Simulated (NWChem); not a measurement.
**CH5Sb (SMILES [CH3][SbH2]) at BP86/def2-SVP (core potential)**

What is the vertical ionisation energy of CH5Sb at BP86/def2-SVP (core potential)? 

The results are computed with NWChem 7.3.0.

### 1 Starting point

The species is CH5Sb (7 atoms), meant as a singlet with charge 0. As SMILES, `[CH3][SbH2]`. The shape is that of a PBE0-D4/def2-TZVP optimisation.

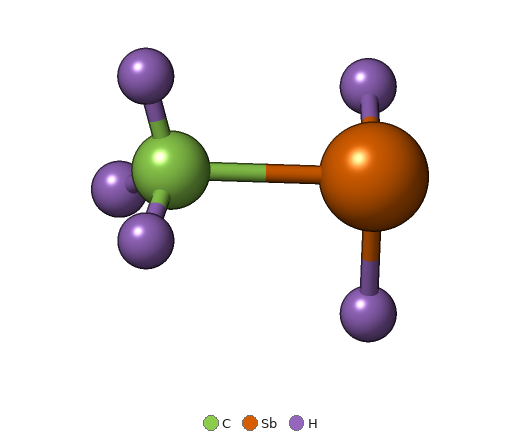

Viewed from a chosen angle; carbon green, antimony orange, hydrogen purple.

### 2 The energy at BP86/def2-SVP (core potential)

Contents of test.nw:

```
start test
memory total 2200 mb

geometry units angstroms noautosym nocenter noautoz
  C     -0.610500    -0.478700    -0.404800
  Sb     0.668300     0.179800     1.208900
  H     -0.439300    -1.541500    -0.574800
  H     -1.649200    -0.331800    -0.109300
  H     -0.405800     0.077200    -1.317100
  H      0.411600     1.843100     0.900200
  H      2.086100     0.183800     0.251100
end

basis spherical bse
  * library def2-SVP
end

ecp bse
  Sb library def2-SVP
end

dft
  xc becke88 perdew86
  grid fine
  convergence energy 1e-08
  maxiter 100
  mulliken
  print low
end

task dft energy
```

The run is started by

```console
$ nwchem test.nw > test.out
```

What it wrote:

```text
[...]
 d= 0,ls=0.0,diis     1   -281.4134028384 -3.56D+02  1.19D-02  1.42D-01     1.2
[...]
 d= 0,ls=0.0,diis    10   -281.4333965738 -6.15D-11  8.97D-08  4.09D-11    10.1
         Total DFT energy =     -281.433396573750
      One electron energy =     -622.291491806262
           Coulomb energy =      293.155391748109
    Exchange-Corr. energy =      -26.755926364458
 Nuclear repulsion energy =       74.458629848860
[...]
      Total Density - Mulliken Population Analysis
     ---------------------------------------------
    Atom       Charge   Shell Charges
 -----------   ------   -------------------------------------------------------
    1 C    6     6.28   1.98  0.90  0.26  2.09  1.02  0.02
    2 Sb  23    22.80  -0.08  2.11  1.33  0.45  3.07  2.95  1.76  1.09  9.74  0.37
    3 H    1     0.93   0.73  0.18  0.02
    4 H    1     0.93   0.73  0.18  0.02
    5 H    1     0.92   0.73  0.17  0.02
    6 H    1     1.07   0.69  0.37  0.01
    7 H    1     1.07   0.69  0.37  0.01
[...]
```

Run time: 11 s. Hardware: 1 thread of Intel Xeon 6975P-C (Granite Rapids), shared host; peak memory 0.11 GiB.

### 3 The doublet cation, same level

Contents of sp.nw:

```
echo
start sp
title "CH5Sb"
memory total 2200 mb
charge 1

geometry units angstroms noautosym nocenter noautoz
 C       -0.610500      -0.478700      -0.404800
 Sb       0.668300       0.179800       1.208900
 H       -0.439300      -1.541500      -0.574800
 H       -1.649200      -0.331800      -0.109300
 H       -0.405800       0.077200      -1.317100
 H        0.411600       1.843100       0.900200
 H        2.086100       0.183800       0.251100
end

basis spherical bse
 * library def2-SVP
end

ecp bse
 Sb library def2-SVP
end

dft
 xc becke88 perdew86
 mult 2
 grid fine
 convergence energy 1e-08
 maxiter 100
 mulliken
 noprint "final vectors analysis"
end

task dft energy
```

The run is started by

```console
$ nwchem sp.nw > sp.out
```

What it wrote:

```text
[...]
          Wavefunction type:  spin polarized.
          No. of atoms     :     7
          No. of electrons :    33
[...]
          Charge           :     1
          Spin multiplicity:     2
[...]
          AO basis - number of functions:    65
[...]
              XC Information
              --------------
                    Becke 1988 Exchange Functional  1.000
                Perdew 1981 Correlation Functional  1.000 local
                Perdew 1986 Correlation Functional  1.000 non-local
[...]
 d= 0,ls=0.0,diis     1   -281.0208544308 -3.55D+02  8.77D-03  2.10D-01     2.6
[...]
 d= 0,ls=0.0,diis    11   -281.0927084889 -2.07D-09  6.50D-07  1.10D-09    16.5
[...]
         Total DFT energy =     -281.092708488879
      One electron energy =     -613.446142614613
           Coulomb energy =      284.365805912863
    Exchange-Corr. energy =      -26.471001635989
 Nuclear repulsion energy =       74.458629848860
[...]
      Total Density - Mulliken Population Analysis
     ---------------------------------------------
    Atom       Charge   Shell Charges
 -----------   ------   -------------------------------------------------------
    1 C    6     6.28   1.98  0.92  0.28  2.08  1.00  0.02
    2 Sb  23    22.34  -0.08  2.11  1.37  0.29  3.06  2.96  1.76  0.75  9.75  0.37
    3 H    1     0.85   0.71  0.11  0.02
    4 H    1     0.85   0.71  0.11  0.02
    5 H    1     0.84   0.70  0.11  0.03
    6 H    1     0.92   0.66  0.25  0.01
    7 H    1     0.92   0.66  0.25  0.01
[...]
      <S2> =      0.7510 (Exact =     0.7500)
[...]
```

Run time: 17 s. Hardware: 1 thread of Intel Xeon 6975P-C (Granite Rapids), shared host; peak memory 0.11 GiB.

### 4 Summary of results

Level: BP86/def2-SVP (core potential).

```
                                          quantity          value
                       singlet CH5Sb: total energy  -281.43340 Eh
                      doublet cation: total energy  -281.09271 Eh
                              doublet cation: ⟨S²⟩          0.751
vertical ionisation energy (to the doublet cation)       9.271 eV
```

**Reading.** The vertical ionisation energy comes to 9.27 eV (214 kcal/mol). Mulliken charges (singlet CH5Sb) run from -0.28 on C1 to +0.20 on Sb2; they depend strongly on the basis.
